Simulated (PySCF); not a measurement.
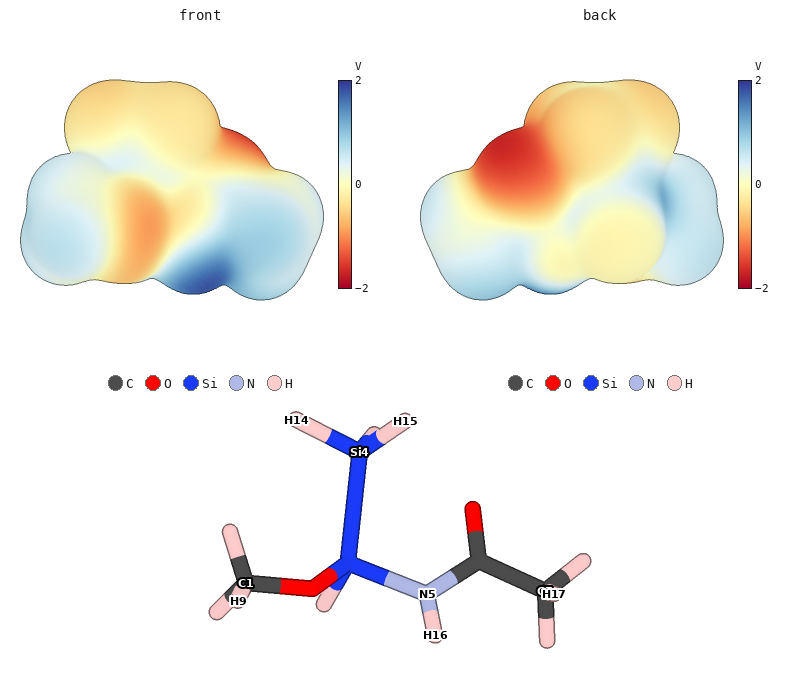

Figure 1: C$_{3}$H$_{11}$NO$_{2}$Si$_{2}$. The molecular electrostatic potential painted on the density surface at 0.001 e/bohr³, seen from the front and from behind; red is negative and blue positive. The bare structure is drawn below in the same view.

Geometry: GFN2-xTB.

Computed with PBE0/pcSseg-1, SCF density, gas phase, non-relativistic (PySCF).

Input

```
{"job": {"kind": "nmr", "xc": "PBE0", "basis": "pcSseg-1"}, "charge": 0, "multiplicity": 1}
C      1.905089    -1.816200     1.913080
O      1.090858    -1.452409     0.843924
Si    -0.053461    -0.289742     0.890405
Si     0.623230     1.903254     0.987900
N     -0.711754    -0.532687    -0.721930
C     -1.193320     0.523323    -1.391121
C     -1.781533     0.244090    -2.755413
O     -1.153824     1.648723    -0.920201
H      2.626381    -2.552875     1.558119
H      2.437401    -0.950252     2.312252
H      1.307815    -2.253184     2.717170
H     -1.137734    -0.765892     1.775427
H     -0.442476     2.804801     1.405482
H      1.666022     2.030877     2.042085
H      1.304899     2.373226    -0.219285
H     -0.732854    -1.428587    -1.182292
H     -1.009010    -0.150175    -3.413150
H     -2.176288     1.164685    -3.175824
H     -2.579246    -0.491725    -2.674090
```

Launched as:

```sh
OMP_NUM_THREADS=1 python probes_run.py task.json out
```

Describe the electrostatic potential map.

Answer. The most negative region (about −1.6 V) lies over O8, the most positive (about +1.7 V) over H16. O8 is the likeliest acceptor of a hydrogen bond.

What dipole moment does the calculation give?

Answer. Its dipole moment is 3.52 D.
